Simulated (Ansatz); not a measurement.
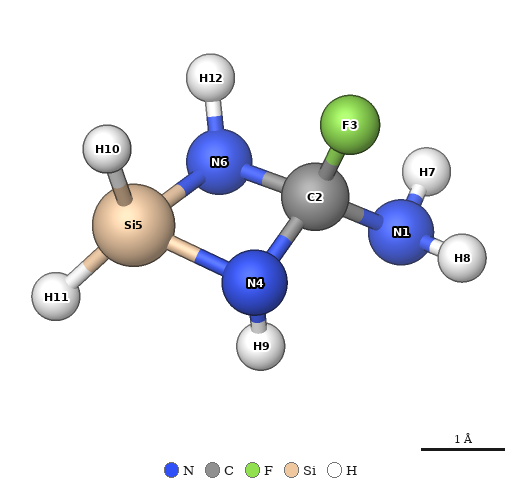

Starting structure of CH$_{6}$FN$_{3}$Si (coarse preliminary run). A ball-and-stick model, seen at a tilt.

The start comes from a force field.

Level of theory: RKS PBE-D4/def2-SVP (Ansatz).

The input:
```yaml
crystal:
  periodic: [false, false, false]
  atoms:
    - {symbol: N, position_ang: [-0.263000, -1.718700, 0.621000]}
    - {symbol: C, position_ang: [0.020800, -0.300900, 0.555000]}
    - {symbol: F, position_ang: [0.469200, 0.180900, 1.694600]}
    - {symbol: N, position_ang: [-1.001500, 0.447300, -0.017300]}
    - {symbol: Si, position_ang: [-0.025600, 1.363300, -0.975900]}
    - {symbol: N, position_ang: [0.862400, -0.004700, -0.587600]}
    - {symbol: H, position_ang: [0.548900, -2.227600, 0.772500]}
    - {symbol: H, position_ang: [-0.875800, -1.828900, 1.401600]}
    - {symbol: H, position_ang: [-1.519200, -0.182300, -0.619900]}
    - {symbol: H, position_ang: [0.518900, 2.533800, -0.211100]}
    - {symbol: H, position_ang: [-0.453000, 1.402700, -2.349900]}
    - {symbol: H, position_ang: [1.794700, 0.280000, -0.249100]}
basis:
  gaussian: {orbitals: def2-SVP}
hamiltonian: {xc: pbe, dispersion: d4}
relax: {f_tol: 0.03, max_steps: 200}
```

Command:
```bash
ansatz run in.yaml --threads 4 --pin off --events-out ev --progress --plain --max-ram 10444MiB
```

Question: What does the optimiser find from here?

Answer: The atom that moves furthest after the best rigid fit is H9 (0.78 Å). By element the largest moves are H 0.78 Å, N 0.37 Å, F 0.32 Å, Si 0.09 Å, C 0.02 Å. Among the contacts that change: N4–Si5 1.646 → 1.763 Å, C2–F3 1.316 → 1.429 Å, Si5–N6 1.677 → 1.765 Å, Si5–H11 1.439 → 1.504 Å. Among the angles between lasting bonds that change: Si5–N4–H9 107.6° → 128.3°, Si5–N6–H12 109.2° → 129.9°, H10–Si5–H11 125.0° → 108.0°. After 8 accepted moves (9 points after the start) the energy has fallen by 207.2 kJ/mol. Largest force component: 8 eV/Å at the start, 0.02 eV/Å at the end. The line search rejected the trial step at point 4 of the run. Cost: 18 s on 4 threads of Arm Neoverse V1, on a shared host.

History of the run:

```csv
step,"E − E(0), kJ/mol","largest force component, eV/Å",note
0,0.00,8.0048,
1,-161.26,2.4316,
2,-193.57,0.7387,
3,-202.72,0.3865,
4,-202.37,1.0107,rejected
5,-205.40,0.2683,
6,-206.56,0.2197,
7,-206.72,0.1542,
8,-207.00,0.2550,
9,-207.16,0.0200,
```

The structure at the end:

```xyz
12

N    -0.2848   -1.7197    0.4302
C     0.0196   -0.3228    0.5475
F     0.3644   -0.0397    1.9047
N    -1.0521    0.5614    0.1195
Si    0.0248    1.3309   -1.0448
N     1.0944    0.1259   -0.3244
H     0.5926   -2.2516    0.3954
H    -0.7918   -2.0290    1.2702
H    -1.9599    0.1237   -0.0497
H     0.3633    2.7807   -0.8263
H    -0.3051    1.1447   -2.5006
H     2.0113    0.2405    0.1123
```

The end point in the same view:

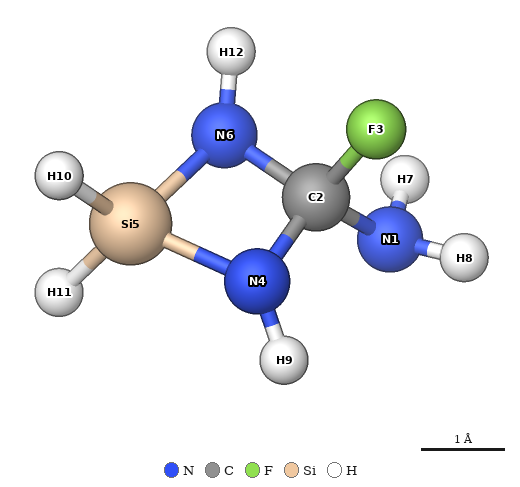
